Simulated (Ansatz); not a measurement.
The compound is TlSbPb₂ (space group R-3m, No. 166), taken as coordinates from a relaxation with DFT, PAW plane waves, pbe (Ansatz 0.2.0); the starting structure was generated, so it need not be a known form of this composition.

```yaml
crystal:
  lattice:
    - [4.35000, 0.00000, 0.00000]
    - [-2.17500, 3.76721, 0.00000]
    - [0.00000, 0.00000, 25.01869]
  atoms:
    - { symbol: Pb, position: [0.33333, 0.66667, 0.90783] }
    - { symbol: Pb, position: [0.00000, 0.00000, 0.75883] }
    - { symbol: Sb, position: [0.66667, 0.33333, 0.83333] }
    - { symbol: Tl, position: [0.00000, 0.00000, 0.00000] }
    - { symbol: Pb, position: [0.00000, 0.00000, 0.24117] }
    - { symbol: Pb, position: [0.66667, 0.33333, 0.09217] }
    - { symbol: Sb, position: [0.33333, 0.66667, 0.16667] }
    - { symbol: Tl, position: [0.66667, 0.33333, 0.33333] }
    - { symbol: Pb, position: [0.66667, 0.33333, 0.57450] }
    - { symbol: Pb, position: [0.33333, 0.66667, 0.42550] }
    - { symbol: Sb, position: [0.00000, 0.00000, 0.50000] }
    - { symbol: Tl, position: [0.33333, 0.66667, 0.66667] }
```

Describe the stacking along c, with columns A (0, 0), B (1/3, 2/3), C (2/3, 1/3) of the hexagonal mesh.

Tl(A) – Pb(C) – Sb(B) – Pb(A) – Tl(C) – Pb(B) – Sb(A) – Pb(C) – Tl(B) – Pb(A) – Sb(C) – Pb(B) (twelve layers in 25.02 Å).

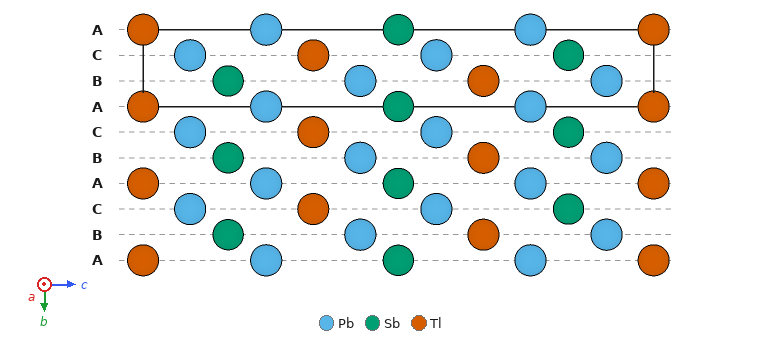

Projection along an edge of the hexagonal mesh, stacking direction c to the right. The dashed lines mark the three columns A (0, 0), B (1/3, 2/3) and C (2/3, 1/3). The sequence starts with the first layer at or above the cell's origin.
